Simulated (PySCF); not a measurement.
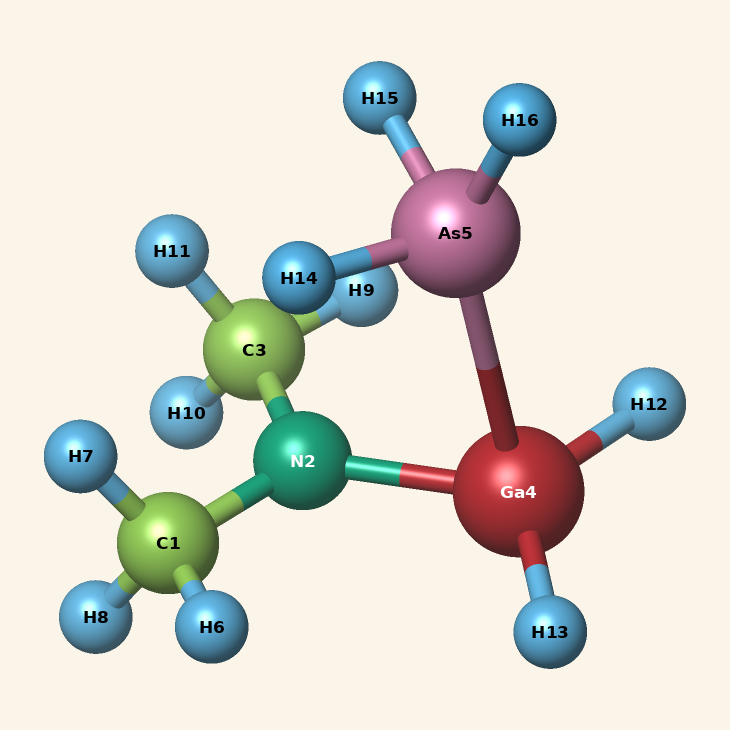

The geometry was computed by an optimisation with PBE0-D3(BJ)/def2-SVP. No frequency run is at hand to confirm it as a minimum. Method: delta-SCF UKS SCAN, pcX-2 on the ionised atom, pcseg-1 elsewhere, spin-free X2C (PySCF 2.14.0).

Give the core-electron binding energies (to vacuum) of C1 1s, N2 1s.

```json
{"atom": "C1", "level": "1s", "binding energy (eV)": "291.1"}
{"atom": "N2", "level": "1s", "binding energy (eV)": "403.4"}
```
